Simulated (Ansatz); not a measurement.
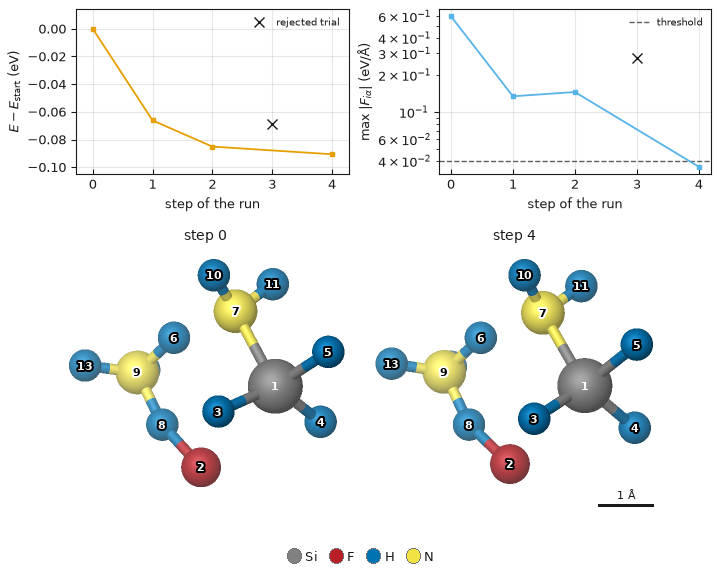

First and last geometry of a constrained relaxation of SiN2H9F, with the history of the run. A ball-and-stick model, seen from a free direction.

The reaction that was planned forms Si1–N7, H6–N9, F2–H8 and breaks Si1–F2, H6–N7, H8–N9 (atoms numbered from 1 in input order).

Theory: RKS PBE0-D4/def2-SVP (Ansatz 0.2.0).

Input
```yaml
crystal:
  periodic: [false, false, false]
  atoms:
    - {symbol: Si, position_ang: [-1.039600, -1.220000, 0.382600]}
    - {symbol: F, position_ang: [0.529300, -1.097100, -1.409100]}
    - {symbol: H, position_ang: [-1.779600, -0.922100, -0.831600]}
    - {symbol: H, position_ang: [0.053300, -2.125800, 0.685300]}
    - {symbol: H, position_ang: [-2.102900, -1.613500, 1.353400]}
    - {symbol: H, position_ang: [0.591800, 0.999400, -0.003200]}
    - {symbol: N, position_ang: [-0.486900, 0.387700, 0.971800]}
    - {symbol: H, position_ang: [1.034800, 0.057100, -1.251200]}
    - {symbol: N, position_ang: [1.280800, 1.116300, -0.829300]}
    - {symbol: H, position_ang: [-1.259400, 1.035700, 1.039400]}
    - {symbol: H, position_ang: [-0.081900, 0.319100, 1.894700]}
    - {symbol: H, position_ang: [2.244700, 1.207000, -0.536900]}
    - {symbol: H, position_ang: [1.015600, 1.856300, -1.465900]}
basis:
  gaussian: {orbitals: def2-SVP}
hamiltonian: {xc: pbe0, dispersion: d4}
relax: {f_tol: 0.04, max_steps: 150, escape_saddle: false, constraints: [{distance: [0, 6]}, {distance: [5, 8]}, {distance: [1, 7]}, {distance: [0, 1]}, {distance: [5, 6]}, {distance: [7, 8]}]}
```

Command:
```bash
ansatz run in.yaml --threads 8 --pin off --events-out ev --progress --plain --max-ram 19148MiB
```

Question: Did the run converge, and what did it change?

Answer: It converged. After 3 accepted moves (4 points after the start) the energy has fallen by 0.091 eV. Largest force component: 0.6 eV/Å at the start, 0.036 eV/Å at the end. The line search rejected the trial step at point 3 of the run. The largest move after the best rigid fit is that of H3, 0.21 Å. By element the largest moves are H 0.21 Å, F 0.07 Å, N 0.05 Å, Si 0.02 Å. Near-neighbour distances that change, for instance: Si1–H3 1.453 → 1.485 Å, Si1–H5 1.493 → 1.522 Å, N7–H10 1.011 → 1.023 Å. Bond angles that change, for instance: H3–Si1–H4 133.3° → 123.8°, H3–Si1–N7 104.3° → 111.5°, H4–Si1–N7 105.0° → 111.8°.
